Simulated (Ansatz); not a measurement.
# Which metal contacts puckered PAs? The Schottky-Mott estimate

If a metal and one layer of puckered PAs lined up by their vacuum levels alone, the barrier for electrons would be the work function less the affinity, and that for holes the ionisation energy less the work function. What does that give for common contact metals?

How it was computed: Ansatz 0.2.0, plane waves with PAW datasets (its set soft_2), PBE. Layers: cell and atoms relaxed with a dispersion term, band edges read against the vacuum level. Here the gap is 0.58 eV, the ionisation energy 4.43 eV and the affinity 3.85 eV. Metals: relaxed slabs of 7 layers at the tabulated experimental lattice constant, Fermi-Dirac smearing of 0.1 eV, Ni with spin. Labels allow 0.1 eV either way.

What came out:

| metal | work function (eV) | barrier for electrons (eV) | barrier for holes (eV) | by the rule |
| --- | --- | --- | --- | --- |
| Sc(0001) | 3.59 | −0.26 | 0.84 | no barrier for electrons |
| Al(111) | 4.03 | 0.18 | 0.40 | favours electrons |
| Hf(0001) | 4.33 | 0.48 | 0.10 | favours holes |
| Ti(0001) | 4.37 | 0.52 | 0.06 | at the valence edge |
| Ag(111) | 4.49 | 0.64 | −0.06 | at the valence edge |
| Mo(110) | 4.56 | 0.71 | −0.13 | no barrier for holes |
| Cu(111) | 4.82 | 0.97 | −0.39 | no barrier for holes |
| W(110) | 4.84 | 0.99 | −0.41 | no barrier for holes |
| Ru(0001) | 5.01 | 1.16 | −0.58 | no barrier for holes |
| Ni(111) | 5.06 | 1.21 | −0.63 | no barrier for holes |
| Pd(111) | 5.24 | 1.39 | −0.81 | no barrier for holes |
| Au(111) | 5.27 | 1.42 | −0.84 | no barrier for holes |
| Pt(111) | 5.71 | 1.86 | −1.28 | no barrier for holes |

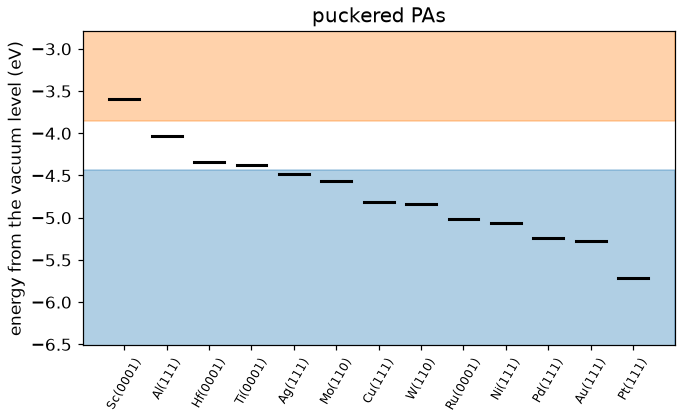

Fermi levels of the metals (black) against the layer's valence band (blue) and conduction band (orange).

**Reading.** By the rule the Fermi level lies over the conduction edge for 1, inside the gap for 3 and under the valence edge for 9 of the 13 metals. The middle of the gap lies 4.14 eV under the vacuum level: metals with a smaller work function favour electrons, those with a larger one holes. Worked for Cu(111): 4.82 − 3.85 = 0.97 eV and 4.43 − 4.82 = −0.39 eV, which add up to the gap, 0.58 eV.

What the numbers leave out: This is the limit without any interaction. A real contact lowers the metal's work function by compressing its electron tail, moves charge and can pin the Fermi level, so barriers at bonded contacts depend far less on the metal; van der Waals contacts come nearer to the rule. The layer is built from a prototype, and its stability was not tested. PBE gaps usually lie under quasiparticle gaps, which makes the two barriers together too small, and a missing barrier can be an artefact of that. Spin-orbit coupling is left out. The table is a selection: not every member that was run is listed.
